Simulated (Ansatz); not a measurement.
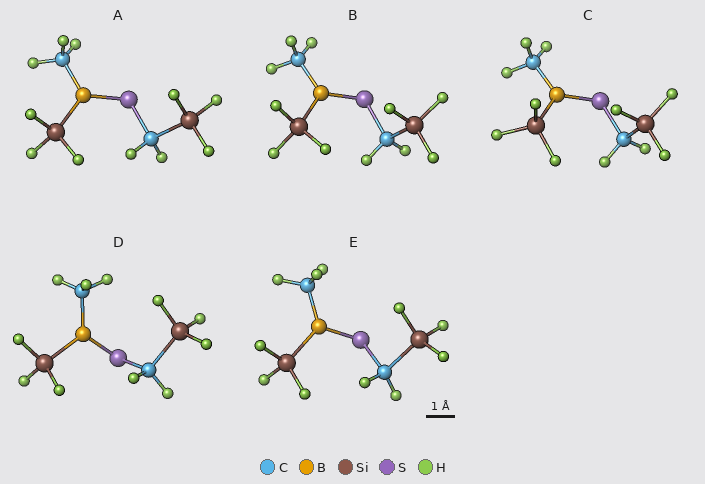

5 geometries from one relaxation of C₂H₁₁BSSi₂, in shuffled order. Style: ball-and-stick. Shown face on.

The run prepares an end point of a later path (hydrogen shift) calculation, from a guessed geometry.

Level of theory: Ansatz, RKS PBE-D4/6-31G*. Set-up: no spin polarisation; force threshold 0.02 eV/Å; at most 50 steps.

**Order the frames from highest to lowest energy.**

D, E, A, B, C. They are steps 0, 6, 11, 21, 40, at +32.8 kcal/mol, +8.68 kcal/mol, +1.59 kcal/mol, +0.36 kcal/mol relative to the last. The atom that moves furthest after the best rigid fit is an H atom (2.08 Å). Largest moves by element: H 2.08 Å, S 1.19 Å, C 1.18 Å, Si 1.09 Å, B 0.50 Å. Near-neighbour distances that change, for instance: B–Si 1.917 → 2.030 Å, H–Si 1.442 → 1.506 Å, C–H 1.049 → 1.106 Å, B–S 1.843 → 1.786 Å. Among the angles between lasting bonds that change: B–S–C 98.5° → 108.6°, C–B–S 124.5° → 115.3°, B–C–H 106.2° → 115.1°. Groups turn about B–S by about 85°, B–Si by about 70°. After 38 accepted moves (40 points after the start) the energy has fallen by 32.8 kcal/mol. Largest force component: 3.4 eV/Å at the start, 0.0091 eV/Å at the end. The line search rejected the trial steps at points 35, 36 of the run. The forces were under the threshold at step 30, but the run went on from there. Cost: 62 s on 2 threads of AMD EPYC 9R45 96-Core Processor (Zen 5), with other jobs on the host, peak memory 0.21 GiB.
